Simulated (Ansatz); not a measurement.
# BFH₅NO₂ (built from SMILES F.NB(O)O): search for a transition state, part 2 of 2

Ansatz 0.2.0, Gaussian basis; PBE0-D4. Earlier steps stand in the parts before.

## (6) Checking the order of the point

vib/in.yaml

```yaml
crystal:
  periodic: [false, false, false]
  atoms:
    - {symbol: B, position_ang: [-0.357158, 0.144460, -0.222773]}
    - {symbol: N, position_ang: [1.153312, -0.144000, -0.103521]}
    - {symbol: O, position_ang: [-0.925902, -0.482518, -1.290707]}
    - {symbol: O, position_ang: [-0.901826, 1.288944, 0.309781]}
    - {symbol: H, position_ang: [0.734234, -0.800685, 0.821203]}
    - {symbol: F, position_ang: [-0.355057, -1.024640, 1.317476]}
    - {symbol: H, position_ang: [1.744007, 0.641743, 0.127625]}
    - {symbol: H, position_ang: [1.538099, -0.677623, -0.871216]}
    - {symbol: H, position_ang: [-1.867589, -0.305443, -1.343603]}
    - {symbol: H, position_ang: [-0.762221, 1.359862, 1.255836]}
basis:
  gaussian: {orbitals: def2-TZVP}
hamiltonian: {xc: pbe0, dispersion: d4}
phonons: {temperatures: {t_min: 298.15, t_max: 900, t_step: 200}}
```

Command:

```console
> ansatz run in.yaml --threads 4 --pin off --events-out ev --progress --plain --max-ram 9574MiB
```

What it wrote (excerpt; [...] marks lines left out):

```text
Functional definition: PBE0
  name "PBE0"
  cite "Adamo & Barone, J. Chem. Phys. 110, 6158 (1999) doi:10.1063/1.478522"
  cite "Perdew, Burke & Ernzerhof, Phys. Rev. Lett. 77, 3865 (1996) doi:10.1103/PhysRevLett.77.3865"
  parent pbe
[...]
1002 factors; their error is unknown
[...]
mean field -9056.74765780 eV, -332.8293375399 hartree, gradient 4.9e-5 eV, S^2 0.000000; 0 other end points of the search recorded, 0 dependent functions left out
[...]
reference -9056.74768544 eV, -332.8293385557 hartree; 21, 21 occupied and 164, 164 virtual orbitals, 1002 factors
[... from here to the last solve, the lines of the solves are left out (59 solves) ...]
1002 factors; their error is unknown
mean field -9056.74750449 eV, -332.8293319059 hartree, gradient 2.5e-6 eV, S^2 0.000000; 0 other end points of the search recorded, 0 dependent functions left out
[...]
reference -9056.74753212 eV, -332.8293329214 hartree; 21, 21 occupied and 164, 164 virtual orbitals, 1002 factors
[...]
WARN: phonons: modes at or below zero, which the zero-point energy, F, S and C_V leave out: 1, the lowest at -918.51 cm⁻¹. A minimum has none, and a first-order saddle one
[...]
Atom 2 at    -0.925902    -0.482518    -1.290707 Å, force     0.001718     0.000042     0.000407 eV/Å
Atom 3 at    -0.901826     1.288944     0.309781 Å, force    -0.000797    -0.007316     0.004829 eV/Å
Atom 4 at     0.734234    -0.800685     0.821203 Å, force    -0.000932     0.000999    -0.000776 eV/Å
Atom 5 at    -0.355057    -1.024640     1.317476 Å, force    -0.000161    -0.000428     0.000897 eV/Å
Atom 6 at     1.744007     0.641743     0.127625 Å, force     0.001587     0.001574    -0.000083 eV/Å
Atom 7 at     1.538099    -0.677623    -0.871216 Å, force     0.000534    -0.000187    -0.000948 eV/Å
Atom 8 at    -1.867589    -0.305443    -1.343603 Å, force    -0.001356     0.001636     0.000005 eV/Å
Atom 9 at    -0.762221     1.359862     1.255836 Å, force     0.000437     0.002921    -0.004846 eV/Å
Dipole moment:     0.541360     0.294555    -0.159144 e Å
Vibrations: -918.51 190.61 298.15 327.58 358.76 406.10 423.00 488.11 637.58 666.58 843.97 904.16 930.88 1001.56 1044.55 1281.08 1457.11 1519.68 1571.15 1917.06 3567.13 3662.11 3902.94 3912.44 cm⁻¹, zero-point energy 1.941115 eV
```

It took 89 s on 4 threads of Arm Neoverse V1, shared host.

The modes, with what each moves most:

| mode | wavenumber (cm⁻¹) | character |
| --- | --- | --- |
| 1 | 919i | changes N2–H5, H5–F6 |
| 2 | 191 | torsion |
| 3 | 298 | not assigned (largely outside the bonds, angles and torsions drawn) |
| 4 | 328 | not assigned (largely outside the bonds, angles and torsions drawn) |
| 5 | 359 | torsion |
| 6 | 406 | bend with torsion |
| 7 | 423 | torsion with bend |
| 8 | 488 | torsion |
| 9 | 638 | wag or twist with bend |
| 10 | 667 | not assigned (largely outside the bonds, angles and torsions drawn) |
| 11 | 844 | bend with B–N stretch |
| 12 | 904 | wag or twist with bend |
| 13 | 931 | bend |
| 14 | 1002 | bend with B–O stretch |
| 15 | 1045 | bend |
| 16 | 1281 | bend with B–O stretch |
| 17 | 1457 | B–O stretch |
| 18 | 1520 | bend |
| 19 | 1571 | bend |
| 20 | 1917 | bend with N–H stretch |
| 21 | 3567 | N–H stretch |
| 22 | 3662 | N–H stretch |
| 23 | 3903 | O–H stretch |
| 24 | 3912 | O–H stretch |

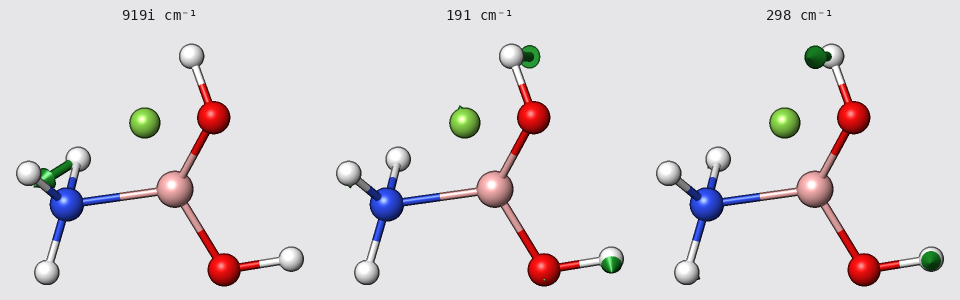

Displacements of 3 modes, as arrows.

Vibrational sums (real modes only):

| T (K) | entropy (J/mol/K) | heat capacity (J/mol/K) |
| --- | --- | --- |
| 298 | 41.7 | 64.2 |
| 498 | 83.5 | 98.9 |
| 698 | 120.6 | 120.4 |
| 898 | 152.8 | 134.7 |

## (7) Relaxing after a step of 0.30 Å one way along the mode

downa/in.yaml

```yaml
crystal:
  periodic: [false, false, false]
  atoms:
    - {symbol: B, position_ang: [-0.445364, 0.031676, -0.068914]}
    - {symbol: N, position_ang: [1.172596, -0.190173, -0.052527]}
    - {symbol: O, position_ang: [-0.922305, -0.491911, -1.268771]}
    - {symbol: O, position_ang: [-0.901441, 1.297124, 0.332735]}
    - {symbol: H, position_ang: [0.988723, -0.736502, 0.675889]}
    - {symbol: F, position_ang: [-0.527929, -0.917889, 1.202387]}
    - {symbol: H, position_ang: [1.734624, 0.630765, 0.144122]}
    - {symbol: H, position_ang: [1.537479, -0.697922, -0.862225]}
    - {symbol: H, position_ang: [-1.862532, -0.307196, -1.362833]}
    - {symbol: H, position_ang: [-0.773951, 1.382129, 1.260237]}
basis:
  gaussian: {orbitals: def2-TZVP}
hamiltonian: {xc: pbe0, dispersion: d4}
relax: {f_tol: 0.005, max_steps: 200}
```

Command:

```console
> ansatz run in.yaml --threads 4 --pin off --events-out ev --progress --plain --max-ram 9574MiB
```

What it wrote (excerpt; [...] marks lines left out):

```text
[... 5 set-up lines as earlier in the session ...]
[...]
1002 factors; their error is unknown
[...]
mean field -9057.06584984 eV, -332.8410308818 hartree, gradient 1.8e-5 eV, S^2 0.000000; 0 other end points of the search recorded, 0 dependent functions left out
[...]
reference -9057.06587861 eV, -332.8410319392 hartree; 21, 21 occupied and 164, 164 virtual orbitals, 1002 factors
relax step   1: F+E_penalty+E_count = -9057.18906635 eV  Δ(F+E_penalty+E_count) = +0.000e0 eV  max|allowed force component| = 4.980e0 eV/Å  Δτ_max = 0.0000 Å  (28 SCF iters, accepted)
[...]
Atom 0 at    -0.513565    -0.095885     0.076938 Å, force    -0.001337     0.000423     0.000592 eV/Å
Atom 1 at     1.172165    -0.253943    -0.040994 Å, force    -0.000096    -0.000351     0.000777 eV/Å
Atom 2 at    -0.916484    -0.396741    -1.245703 Å, force     0.000397     0.000607     0.000719 eV/Å
Atom 3 at    -0.775875     1.232573     0.505037 Å, force     0.000513    -0.000625    -0.000486 eV/Å
Atom 4 at     1.615589    -0.228659     0.870515 Å, force     0.000592     0.000270    -0.000195 eV/Å
Atom 5 at    -0.814659    -1.063008     1.038363 Å, force     0.000249    -0.000256    -0.000455 eV/Å
Atom 6 at     1.530207     0.505454    -0.609574 Å, force    -0.000004     0.000181    -0.000503 eV/Å
Atom 7 at     1.391522    -1.134541    -0.495385 Å, force    -0.000353    -0.000047    -0.000072 eV/Å
Atom 8 at    -1.621929     0.191154    -1.516684 Å, force     0.000205    -0.000161    -0.000282 eV/Å
Atom 9 at    -1.067070     1.243696     1.417587 Å, force    -0.000167    -0.000040    -0.000095 eV/Å
Dipole moment:     0.847363     0.154859     0.061005 e Å
```

Wall time 42 s (4 threads of Arm Neoverse V1, shared host).

Along the way: (the energy doesn't fall at every step)

| step | energy from step 1 (eV) | largest force component (eV/Å) |
| --- | --- | --- |
| 1 | 0.0000 | 4.9800 |
| 2 | -0.4674 | 1.0851 |
| 3 | -0.7628 | 0.7348 |
| 4 | -0.8824 | 0.7879 |
| 5 | -0.8687 | 0.4575 |
| 6 | -0.9205 | 0.3663 |
| 7 | -0.9295 | 0.1168 |
| 8 | -0.9376 | 0.1221 |
| 9 | -0.9490 | 0.1813 |
| 10 | -0.8926 | 1.2018 |
| 11 | -0.9554 | 0.1074 |
| 12 | -0.9607 | 0.0529 |
| 13 | -0.9567 | 0.3827 |
| 14 | -0.9609 | 0.1586 |
| 15 | -0.9629 | 0.0169 |
| 16 | -0.9632 | 0.0074 |
| 17 | -0.9633 | 0.0255 |
| 18 | -0.9633 | 0.0105 |
| 19 | -0.9633 | 0.0013 |

Distances of close pairs at the start and the end, largest changes first:

| bond | before (Å) | after (Å) | change (Å) |
| --- | --- | --- | --- |
| B1–F6 | 1.589 | 1.397 | -0.192 |
| N2–H5 | 0.929 | 1.014 | +0.085 |
| B1–N2 | 1.633 | 1.697 | +0.064 |
| B1–O3 | 1.393 | 1.415 | +0.022 |
| O4–H10 | 0.940 | 0.958 | +0.018 |
| B1–O4 | 1.404 | 1.420 | +0.016 |
| N2–H8 | 1.023 | 1.015 | -0.008 |
| O3–H9 | 0.963 | 0.957 | -0.005 |

## (8) Relaxing after a step of 0.30 Å the other way along the mode

downb/in.yaml

```yaml
crystal:
  periodic: [false, false, false]
  atoms:
    - {symbol: B, position_ang: [-0.268952, 0.257244, -0.376632]}
    - {symbol: N, position_ang: [1.134029, -0.097828, -0.154516]}
    - {symbol: O, position_ang: [-0.929500, -0.473125, -1.312642]}
    - {symbol: O, position_ang: [-0.902210, 1.280765, 0.286827]}
    - {symbol: H, position_ang: [0.479745, -0.864868, 0.966516]}
    - {symbol: F, position_ang: [-0.182184, -1.131391, 1.432564]}
    - {symbol: H, position_ang: [1.753390, 0.652721, 0.111128]}
    - {symbol: H, position_ang: [1.538719, -0.657324, -0.880207]}
    - {symbol: H, position_ang: [-1.872646, -0.303690, -1.324373]}
    - {symbol: H, position_ang: [-0.750490, 1.337596, 1.251435]}
basis:
  gaussian: {orbitals: def2-TZVP}
hamiltonian: {xc: pbe0, dispersion: d4}
relax: {f_tol: 0.005, max_steps: 200}
```

Command:

```console
> ansatz run in.yaml --threads 4 --pin off --events-out ev --progress --plain --max-ram 9574MiB
```

What it wrote (excerpt; [...] marks lines left out):

```text
[... 5 set-up lines as earlier in the session ...]
[...]
1002 factors; their error is unknown
[...]
mean field -9056.65699531 eV, -332.8260057551 hartree, gradient 7.0e-5 eV, S^2 0.000000; 0 other end points of the search recorded, 0 dependent functions left out
[...]
reference -9056.65702194 eV, -332.8260067335 hartree; 21, 21 occupied and 164, 164 virtual orbitals, 1002 factors
relax step   1: F+E_penalty+E_count = -9056.78064267 eV  Δ(F+E_penalty+E_count) = +0.000e0 eV  max|allowed force component| = 6.325e0 eV/Å  Δτ_max = 0.0000 Å  (28 SCF iters, accepted)
[...]
Atom 0 at    -0.376645     0.261831    -0.544664 Å, force    -0.003714     0.003193    -0.000189 eV/Å
Atom 1 at     0.954531    -0.226949    -0.237364 Å, force     0.001988    -0.001425     0.001450 eV/Å
Atom 2 at    -0.930503    -0.099530    -1.734026 Å, force    -0.000003    -0.000483     0.000680 eV/Å
Atom 3 at    -1.083909     1.019969     0.340656 Å, force     0.002231    -0.001930    -0.002911 eV/Å
Atom 4 at     0.644945    -0.882171     1.308860 Å, force     0.000934     0.001032    -0.001964 eV/Å
Atom 5 at     0.379184    -0.889404     2.227983 Å, force    -0.000648    -0.000448     0.001647 eV/Å
Atom 6 at     1.604760     0.437764     0.157547 Å, force    -0.000443     0.000001     0.000240 eV/Å
Atom 7 at     1.400621    -0.766661    -0.964187 Å, force    -0.000274     0.000015    -0.000592 eV/Å
Atom 8 at    -1.853428     0.159865    -1.792950 Å, force     0.000244     0.000102     0.000194 eV/Å
Atom 9 at    -0.739656     0.985385     1.238246 Å, force    -0.000313    -0.000056     0.001446 eV/Å
Dipole moment:     0.231549     0.208381    -0.390351 e Å
```

It took 50 s on 4 threads of Arm Neoverse V1, shared host.

Relaxation path: (the energy doesn't fall at every step)

| step | energy from step 1 (eV) | largest force component (eV/Å) |
| --- | --- | --- |
| 1 | 0.0000 | 6.3246 |
| 2 | -0.6461 | 0.9610 |
| 3 | -0.7710 | 0.5645 |
| 4 | -0.8175 | 0.8712 |
| 5 | -0.8562 | 0.7921 |
| 6 | -0.8811 | 0.4283 |
| 7 | -0.8731 | 0.3987 |
| 8 | -0.8889 | 0.1536 |
| 9 | -0.8918 | 0.1276 |
| 10 | -0.8945 | 0.0976 |
| 11 | -0.8952 | 0.0509 |
| 12 | -0.8956 | 0.0386 |
| 13 | -0.8962 | 0.0417 |
| 14 | -0.8938 | 0.4318 |
| 15 | -0.8975 | 0.0985 |
| 16 | -0.8979 | 0.1913 |
| 17 | -0.8987 | 0.0902 |
| 18 | -0.8984 | 0.0818 |
| 19 | -0.8989 | 0.0104 |
| 20 | -0.8989 | 0.0184 |
| 21 | -0.8989 | 0.0045 |
| 22 | -0.8990 | 0.0056 |
| 23 | -0.8990 | 0.0053 |
| 24 | -0.8990 | 0.0037 |

Distances of close pairs at the start and the end, largest changes first:

| bond | before (Å) | after (Å) | change (Å) |
| --- | --- | --- | --- |
| H5–F6 | 0.852 | 0.957 | +0.105 |
| O4–H10 | 0.978 | 0.962 | -0.016 |
| B1–N2 | 1.464 | 1.451 | -0.013 |
| B1–O4 | 1.374 | 1.363 | -0.011 |
| N2–H8 | 1.002 | 1.009 | +0.008 |
| B1–O3 | 1.359 | 1.361 | +0.002 |
| O3–H9 | 0.958 | 0.960 | +0.002 |
| N2–H7 | 1.009 | 1.010 | +0.002 |

## (9) What the saddle joins

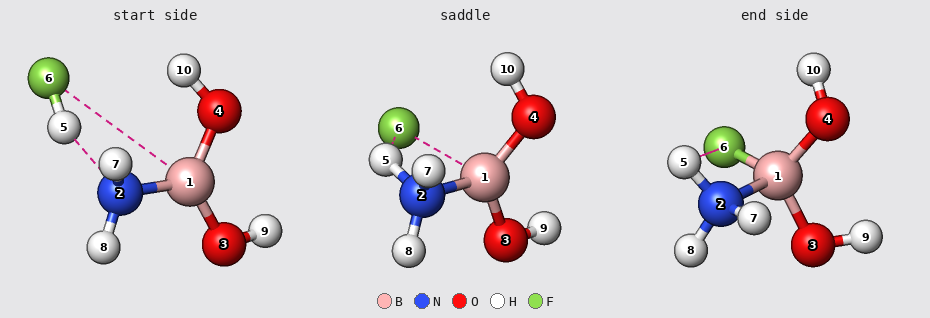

The minimum on the start side, the saddle and the minimum on the end side; broken lines join the pairs that change, where they aren't drawn as bonds.

| pair | start side (Å) | saddle (Å) | end side (Å) |
| --- | --- | --- | --- |
| B1–F6 | 3.096 | 1.934 | 1.397 |
| N2–H5 | 1.708 | 1.209 | 1.014 |
| B1–N2 | 1.451 | 1.542 | 1.697 |
| H5–F6 | 0.957 | 1.218 | 2.575 |

## (10) Results

What follows sums up all 2 parts.

```
                       quantity                                                     value
                 imaginary mode                                                 919i cm⁻¹
    barrier from the start side                                               78.1 kJ/mol
      barrier from the end side                                              123.7 kJ/mol
             energy of the step                                              -45.6 kJ/mol
              pairs that change  B1–F6 formed, N2–H5 formed, B1–N2 loosened, H5–F6 broken
zero-point energy at the saddle                                                  1.941 eV
```

The point has a single imaginary mode (919i cm⁻¹), as a transition state must. The two relaxations end on the structures that were planned. A bond meant to break is only loosened at the end: the products stay bound as an adduct. At PBE0-D4/def2-TZVP the electronic barrier is 78.1 kJ/mol, about 32 kT at 298 K, and the step runs 45.6 kJ/mol downhill. A step off the saddle overshot and began above it in energy, so the link to its end is likely but not proven. The ends are the nearest minima, not always the lowest complexes.
